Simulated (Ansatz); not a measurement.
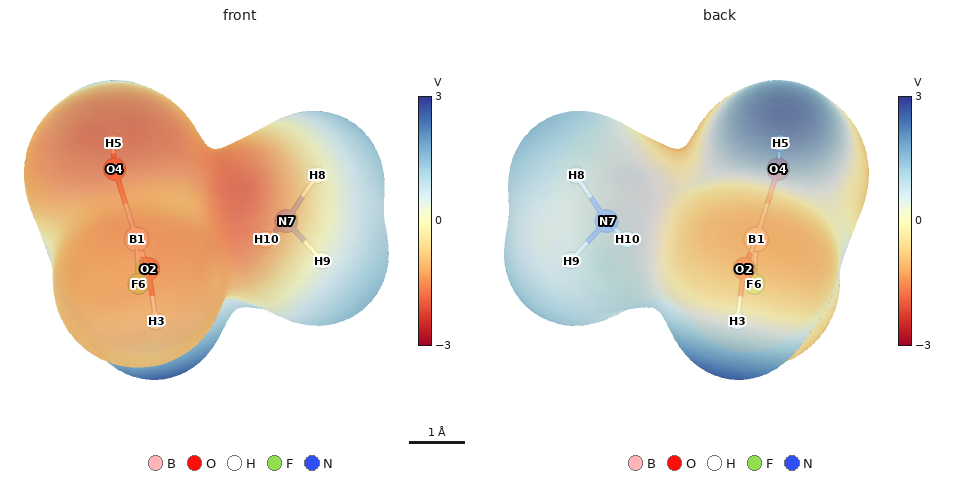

BFH₂O₂···NH₃. The molecular electrostatic potential painted on the density surface at 0.002 e/bohr³, seen from the front and from behind; the colour scale runs from red (negative) to blue (positive).

Not at a stationary point (largest force 0.8 eV/Å).

Method: RKS B3LYP-D4/def2-SVP in Ansatz 0.2.0.

Input

```
crystal:
  periodic: [false, false, false]
  atoms:
    - { symbol: B, position_ang: [0.0, 0.0, 0.0] }
    - { symbol: O, position_ang: [0.0, 0.0, 1.76] }
    - { symbol: H, position_ang: [-0.9095, -0.2814, 2.0971] }
    - { symbol: O, position_ang: [1.2211, 0.0, -0.705] }
    - { symbol: H, position_ang: [1.5209, -0.9519, -0.8599] }
    - { symbol: F, position_ang: [-1.1431, 0.0, -0.66] }
    - { symbol: "N", position_ang: [0.0829, 1.7537, 0.5833] }
    - { symbol: H, position_ang: [0.4765, 1.9752, 1.5423] }
    - { symbol: H, position_ang: [-0.2631, 2.537, -0.0414] }
    - { symbol: H, position_ang: [0.0529, 1.1189, 1.5507] }
basis:
  gaussian: { orbitals: def2-SVP }
hamiltonian:
  xc: b3lyp
  dispersion: d4
relax:
  f_tol: 0.15
  max_steps: 25
  restrain:
    - { distance: [0, 6], at: 2.75, k: 30.0 }
    - { distance: [9, 1], at: 2.21, k: 30.0 }
    - { distance: [0, 1], at: 1.41, k: 30.0 }
    - { distance: [9, 6], at: 1.06, k: 30.0 }
output:
  orbitals: {}
```

Launched as:

```sh
ansatz run input.yaml --threads 2 --pin off --max-ram 3072MiB --backend cpu --events-out ev --progress --plain --runs-dir out
```

The fields are those of the run's last geometry, not of the input's.

Which sites attract a positive test charge, and which a negative one?

A positive charge is drawn to the negative regions and a negative charge to the positive ones. The most negative region (about −1.9 V, or −44 kcal/mol for a unit charge) lies over the gap between the two molecules, near B1 and N7, the most positive (about +2.5 V, or +58 kcal/mol for a unit charge) over H3. N7 is the likeliest acceptor of a hydrogen bond.
